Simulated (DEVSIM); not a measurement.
System: Ni/HfO2/p-Si capacitor, at 300 K.

```csv
layer (left to right),material,thickness (nm),Na (cm⁻³)
1,HfO2,3.10,-
2,Si,6000,9.3e15
```

Metal gate on the left, work function 5.1 eV. Fixed charge at the semiconductor interface 0 cm⁻² (in units of +e); no interface traps.

This is a model device: material constants are rounded textbook-type values typed into the input, and sizes, dopings and lifetimes were drawn at random. Values at 300 K.

```
parameter      HfO2       Si
-------------  ----  -------
gap (eV)        5.7    1.124
affinity (eV)   2.5     4.05
permittivity     22     11.7
Nc (cm⁻³)         -  2.86e19
Nv (cm⁻³)         -   3.1e19
```

Simulated with DEVSIM: 1D Poisson equation in equilibrium, Boltzmann statistics, complete ionisation; no quantum confinement or tunnelling. Metal contacts follow the ideal Schottky-Mott rule: no Fermi-level pinning, no interface dipoles.

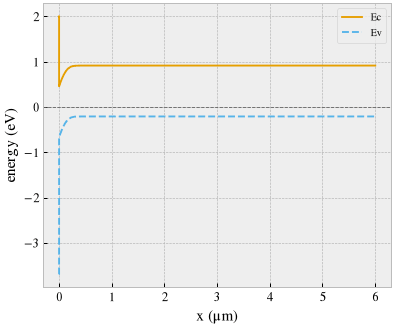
*Band edges at 0.6 V on the gate*

Energies count from the Fermi level of the right contact; mesh points crowd at the junctions.

```
x (μm)    Ec (eV)  Ev (eV)  n (cm⁻³)  p (cm⁻³)  field (V/cm)
--------  -------  -------  --------  --------  ------------
0.000       2.000   -3.700     < 1e2     < 1e2         19000
0.001003    2.002   -3.698     < 1e2     < 1e2         19000
0.002144    2.004   -3.696     < 1e2     < 1e2         19000
0.003140    0.456   -0.668    6.3e11     1.9e8         35000
0.005372    0.464   -0.660    4.6e11     2.5e8         35000
0.009423    0.478   -0.646    2.7e11     4.3e8         34000
0.01826     0.508   -0.616    8.5e10     1.4e9         33000
0.04859     0.601   -0.523     2.3e9    5.2e10         29000
0.1036      0.738   -0.386     1.2e7    1.0e13         21000
0.2313      0.892   -0.232     29000    3.9e15          4600
0.5020      0.914   -0.210     13000    9.3e15            11
1.432       0.914   -0.210     12000    9.3e15           ≈ 0
3.103       0.914   -0.210     12000    9.3e15           ≈ 0
4.674       0.914   -0.210     12000    9.3e15           ≈ 0
5.539       0.914   -0.210     12000    9.3e15           ≈ 0
5.791       0.914   -0.210     12000    9.3e15           ≈ 0
5.906       0.914   -0.210     12000    9.3e15           ≈ 0
5.959       0.914   -0.210     12000    9.3e15           ≈ 0
5.989       0.914   -0.210     12000    9.3e15           ≈ 0
5.997       0.914   -0.210     12000    9.3e15           ≈ 0
6.001       0.914   -0.210     12000    9.3e15           ≈ 0
6.003       0.914   -0.210     12000    9.3e15           ≈ 0
```
